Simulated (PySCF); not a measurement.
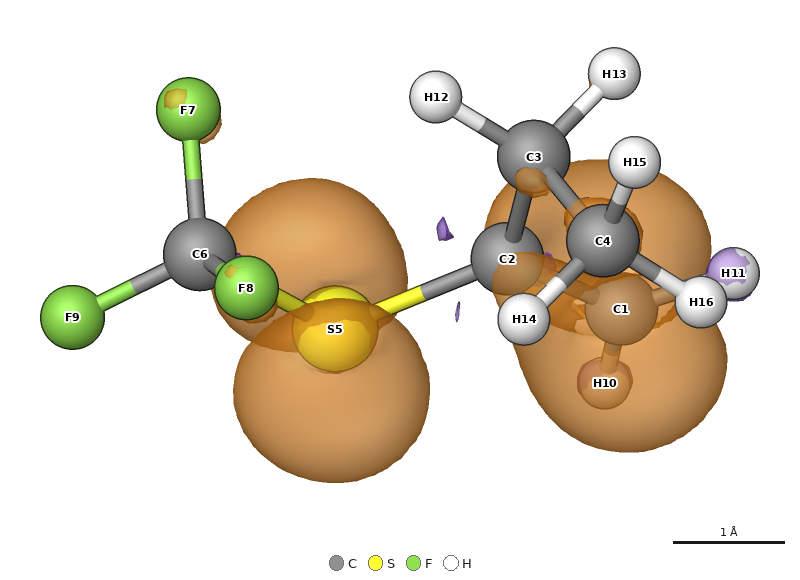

*C5H7F3S (charge +1, doublet). Isosurfaces of the spin density (α minus β) at +0.02 (orange) and −0.02 e/Å³ (purple), seen from one side.*

Geometry: GFN2-xTB.

Level of theory: UKS B3LYP, pcH-1 on C F H S, non-relativistic, mean-field spin-orbit, GIAO (PySCF 2.14.0, density-fitted response routines).

```xyz
16

C    -1.4822   -1.1726   -1.1706
C    -0.3690   -0.7027   -0.5416
C    -0.4285   -0.2146    0.8592
C    -1.1176    1.1550    0.9117
S     1.0616   -0.7039   -1.5426
C     2.4172    0.1111   -0.4859
F     2.7081   -0.6502    0.5496
F     1.9983    1.2873   -0.0567
F     3.4633    0.2560   -1.2553
H    -1.4606   -1.5320   -2.1877
H    -2.4308   -1.2232   -0.6576
H     0.5394   -0.1724    1.3541
H    -1.0500   -0.9158    1.4290
H    -0.5005    1.9048    0.4186
H    -1.2695    1.4396    1.9491
H    -2.0868    1.1428    0.4153
```

Describe the spin distribution.

Answer. The unpaired spin (1 electron) lies mostly on C1 (about 0.4), S5 (about 0.4) and C2 (about 0.1), in electrons by Hirshfeld's partition.
